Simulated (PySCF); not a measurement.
# C6H10O (cyclohexanone) at 6 levels

Wanted: a comparison of 6 runs (BLYP/6-31G*, PBE/6-31G*, SVWN5/6-31G*, TPSS/6-31G*, revPBE/6-31G*, CCSD(T)/6-31G*) of C6H10O (cyclohexanone). 

The results are computed with PySCF 2.14.0.

**1. The structure to begin with**

C6H10O has 17 atoms, charge 0, and is taken as a singlet. As SMILES, `O=C1CCCCC1`. The shape is that of a PBE0-D4/def2-TZVP optimisation. This is one conformer, not always the lowest.

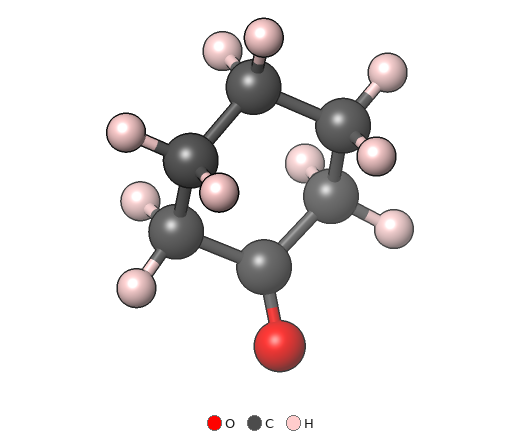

The structure, seen from a chosen angle (oxygen red, carbon dark grey, hydrogen pink).

**2. A single-point energy at BLYP/6-31G(d) (spherical functions) (run 1)**

File run.py:

```python
from pyscf import gto, dft

mol = gto.Mole()
mol.atom = '''
O       -0.688980      -1.981580       1.698320
C       -0.265860      -0.999910       1.139070
C        1.078440      -0.974660       0.452940
C        0.976690      -0.415130      -0.966520
C        0.269800       0.931650      -0.985130
C       -1.113500       0.831050      -0.360470
C       -1.044760       0.291180       1.068550
H        1.498350      -1.981190       0.472940
H        1.734870      -0.324620       1.046420
H        1.976170      -0.334130      -1.402140
H        0.421220      -1.123770      -1.591590
H        0.193140       1.302060      -2.011200
H        0.868190       1.665940      -0.431230
H       -1.611020       1.804580      -0.362010
H       -1.736040       0.162420      -0.966110
H       -2.033920       0.124730       1.497130
H       -0.522810       1.021380       1.701040
'''
mol.basis = '6-31g*'
mol.verbose = 3
mol.max_memory = 1860
mol.build()

mf = dft.RKS(mol)
mf.xc = 'blyp'
mf.grids.level = 5
mf.conv_tol = 1e-10
mf.kernel()
if not mf.converged:
    mf = mf.newton().run(mf.mo_coeff, mf.mo_occ)

e_tot = mf.e_tot
print(f'total energy: {e_tot:.8f} hartree')
```

Command:

```console
$ OMP_NUM_THREADS=1 python run.py
```

Output:

```text
converged SCF energy = -309.723724352403
total energy: -309.72372435 hartree
```

It took 56 s on 1 thread of Intel Xeon at 2.70GHz, shared host; peak memory 0.67 GiB.

**3. The energy at PBE/6-31G(d) (spherical functions) (run 2)**

File input.py:

```python
from pyscf import gto, dft

system = gto.Mole()
system.atom = '''
O     -1.301984    -3.744643     3.209360
C     -0.502403    -1.889556     2.152530
C      2.037956    -1.841840     0.855933
C      1.845677    -0.784482    -1.826458
C      0.509848     1.760563    -1.861626
C     -2.104210     1.570457    -0.681190
C     -1.974310     0.550250     2.019267
H      2.831471    -3.743907     0.893727
H      3.278429    -0.613443     1.977447
H      3.734420    -0.631414    -2.649661
H      0.795990    -2.123618    -3.007669
H      0.364982     2.460537    -3.800617
H      1.640641     3.148170    -0.814907
H     -3.044387     3.410162    -0.684100
H     -3.280640     0.306929    -1.825683
H     -3.843552     0.235706     2.829166
H     -0.987968     1.930128     3.214500
'''
system.unit = 'bohr'
system.max_memory = 1860
system.verbose = 3
system.basis = '6-31g*'
system.build()

myscf = dft.RKS(system)
myscf.xc = 'pbe'
myscf.conv_tol = 1e-10
myscf.grids.level = 5
myscf.kernel()
if not myscf.converged:
    myscf = myscf.newton().run(myscf.mo_coeff, myscf.mo_occ)

energy = myscf.e_tot
print('Final energy', energy)
```

Command:

```console
$ OMP_NUM_THREADS=1 python input.py
```

Output:

```text
converged SCF energy = -309.478241755034
Final energy -309.47824175503445
```

It took 65 s on 1 thread of Intel Xeon at 2.70GHz, shared host; peak memory 0.67 GiB.

**4. A single-point energy at SVWN5/6-31G(d) (spherical functions) (run 3)**

File run.py:

```python
from pyscf import gto, dft

mol = gto.M(
    atom='''
O     -1.301984    -3.744643     3.209360
C     -0.502403    -1.889556     2.152530
C      2.037956    -1.841840     0.855933
C      1.845677    -0.784482    -1.826458
C      0.509848     1.760563    -1.861626
C     -2.104210     1.570457    -0.681190
C     -1.974310     0.550250     2.019267
H      2.831471    -3.743907     0.893727
H      3.278429    -0.613443     1.977447
H      3.734420    -0.631414    -2.649661
H      0.795990    -2.123618    -3.007669
H      0.364982     2.460537    -3.800617
H      1.640641     3.148170    -0.814907
H     -3.044387     3.410162    -0.684100
H     -3.280640     0.306929    -1.825683
H     -3.843552     0.235706     2.829166
H     -0.987968     1.930128     3.214500
''',
    unit='bohr',
    max_memory=1860,
    spin=0,
    basis='6-31g*',
    verbose=3,
)

mf = dft.RKS(mol, xc='svwn')
mf.grids.level = 5
mf.conv_tol = 1e-10
mf.kernel()
if not mf.converged:
    mf = mf.newton().run(mf.mo_coeff, mf.mo_occ)

e_final = mf.e_tot
print('E(%s) = %.9f' % ('SVWN5', e_final))
```

Command:

```console
$ OMP_NUM_THREADS=1 python run.py
```

Output:

```text
converged SCF energy = -307.140851110159
E(SVWN5) = -307.140851110
```

Wall time 35 s (1 thread of Intel Xeon at 2.70GHz, shared host); peak memory 0.48 GiB.

Runs 4 to 5 aren't shown in full; the table further down has their settings and results.

**5. A single-point energy at CCSD(T)/6-31G(d) (spherical functions) (run 6)**

File input.py:

```python
from pyscf import gto, cc

mol = gto.M(
    atom=[
    ('O', (-0.688980, -1.981580, 1.698320)),
    ('C', (-0.265860, -0.999910, 1.139070)),
    ('C', (1.078440, -0.974660, 0.452940)),
    ('C', (0.976690, -0.415130, -0.966520)),
    ('C', (0.269800, 0.931650, -0.985130)),
    ('C', (-1.113500, 0.831050, -0.360470)),
    ('C', (-1.044760, 0.291180, 1.068550)),
    ('H', (1.498350, -1.981190, 0.472940)),
    ('H', (1.734870, -0.324620, 1.046420)),
    ('H', (1.976170, -0.334130, -1.402140)),
    ('H', (0.421220, -1.123770, -1.591590)),
    ('H', (0.193140, 1.302060, -2.011200)),
    ('H', (0.868190, 1.665940, -0.431230)),
    ('H', (-1.611020, 1.804580, -0.362010)),
    ('H', (-1.736040, 0.162420, -0.966110)),
    ('H', (-2.033920, 0.124730, 1.497130)),
    ('H', (-0.522810, 1.021380, 1.701040)),
],
    charge=0,
    max_memory=1860,
    verbose=3,
    basis='6-31g*',
    spin=0,
)

mf = mol.RHF()
mf.conv_tol = 1e-10
mf.kernel()
if not mf.converged:
    mf = mf.newton().run(mf.mo_coeff, mf.mo_occ)

mycc = cc.CCSD(mf, frozen=7)
mycc.kernel()
e_t = mycc.ccsd_t()
e_final = mycc.e_tot + e_t
print('Final energy', e_final)
```

Command:

```console
$ OMP_NUM_THREADS=1 python input.py
```

Output:

```text
converged SCF energy = -307.903569964008
E(CCSD) = -308.9046534065766  E_corr = -1.001083442569022
CCSD(T) correction = -0.0322722837815114
Final energy -308.9369256903581
```

Run time: 3.5 min. Hardware: 1 thread of Intel Xeon at 2.70GHz, shared host; peak memory 1.5 GiB.

**6. Overview of the runs**

| run | level | integration grid | frozen core orbitals | energy (Eh) | dipole moment (D) of the reference | HOMO energy (eV) | LUMO energy (eV) | wall time |
| --- | --- | --- | --- | --- | --- | --- | --- | --- |
| 1 | BLYP/6-31G* (spherical functions) | 5 | – | -309.723724 | 2.89 | -4.82 | -0.94 | 56 s |
| 2 | PBE/6-31G* (spherical functions) | 5 | – | -309.478242 | 2.91 | -4.95 | -1.11 | 65 s |
| 3 | SVWN5/6-31G* (spherical functions) | 5 | – | -307.140851 | 3.00 | -5.06 | -1.33 | 35 s |
| 4 | TPSS/6-31G* (spherical functions) | 5 | – | -309.933033 | 2.95 | -5.08 | -0.98 | 92 s |
| 5 | revPBE/6-31G* (spherical functions) | 5 | – | -309.785783 | 2.89 | -4.91 | -1.03 | 57 s |
| 6 | CCSD(T)/6-31G* (spherical functions) | – | 7 | -308.936926 | 3.47 | -10.66 | 4.26 | 3.5 min |

**7. Results**

| quantity | value |
| --- | --- |
| run 6: total energy | -308.93693 Eh |
| run 6: dipole moment (Hartree–Fock density) | 3.47 D |
| run 6: HOMO energy (Hartree–Fock orbitals) | -10.66 eV |
| run 6: LUMO energy (Hartree–Fock orbitals) | 4.26 eV |
| run 6: HOMO–LUMO gap (Hartree–Fock orbitals) | 14.93 eV |
| run 6: correlation energy (7 core orbitals frozen) | -1033.4 mEh |
| run 6: (T) correction | -32.27 mEh |
| run 6: T1 diagnostic | 0.012 |

In words: Over runs 1, 2, 3, 4, 5 the dipole moment (its size) runs from 2.89 D (BLYP/6-31G*) to 3.00 D (SVWN5/6-31G*). Over runs 1, 2, 3, 4, 5 the HOMO–LUMO gap runs from 3.73 eV (SVWN5/6-31G*) to 4.10 eV (TPSS/6-31G*). Totals of different functionals can't be ranked against each other. All runs together took 8.6 min, the longest 3.5 min.
